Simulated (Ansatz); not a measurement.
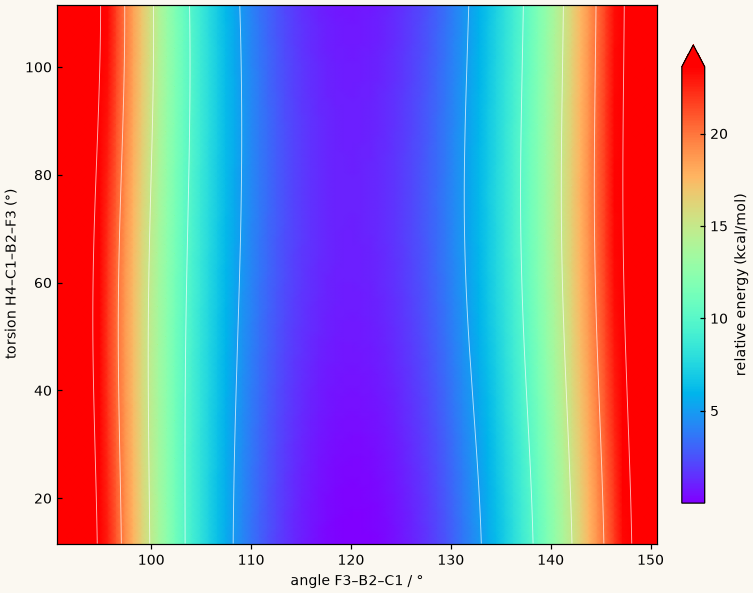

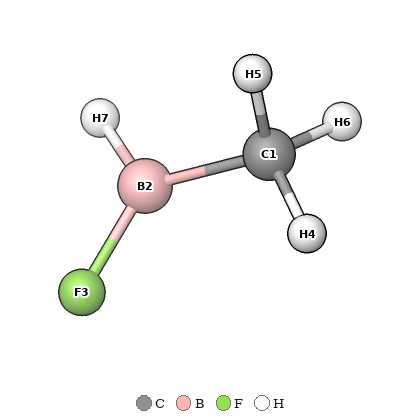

Energy landscape of CH₄BF, SMILES CBF. Two internal coordinates are moved rigidly from the geometry relaxed at PBE0-D4/def2-TZVP, all others fixed. Coordinates scanned: (1) angle F3–B2–C1; (2) torsion H4–C1–B2–F3. The grid has 7 × 6 points. All energies are given in kcal/mol relative to the lowest grid point. All numbers below come from Ansatz 0.2.0, RKS r2SCAN-D4/def2-TZVPP.

The picture shows a smooth colour map with a few white contour lines, one colour for all values above the top of the scale. Between grid points the surface is interpolated. The second picture is the structure at the lowest point.

Summarise what can be read from the map.

The lowest grid point is at angle F3–B2–C1 = 120.6°, torsion H4–C1–B2–F3 = 11.6°. It lies at the edge of the scanned range, so the true minimum may lie outside. The energy also falls towards the edge at angle F3–B2–C1 = 120.6°, torsion H4–C1–B2–F3 = 111.6° (0.7 kcal/mol above the lowest), where a further well may lie outside the range. The highest grid point, angle F3–B2–C1 = 90.6°, torsion H4–C1–B2–F3 = 111.6°, lies 35.8 kcal/mol above the lowest.

The input of one point:

```yaml
crystal:
  periodic: [false, false, false]
  atoms:
    - {symbol: C, position_ang: [-0.563616, 0.331581, -0.177025]}
    - {symbol: B, position_ang: [0.730182, -0.433208, 0.213996]}
    - {symbol: F, position_ang: [1.135458, -1.480062, -0.492715]}
    - {symbol: H, position_ang: [-1.175269, -0.181815, -0.920384]}
    - {symbol: H, position_ang: [-0.302579, 1.326637, -0.555530]}
    - {symbol: H, position_ang: [-1.168630, 0.516023, 0.718077]}
    - {symbol: H, position_ang: [1.420785, -0.132206, 1.150335]}
basis:
  gaussian: {orbitals: def2-TZVPP}
hamiltonian: {xc: r2scan, dispersion: d4}
```
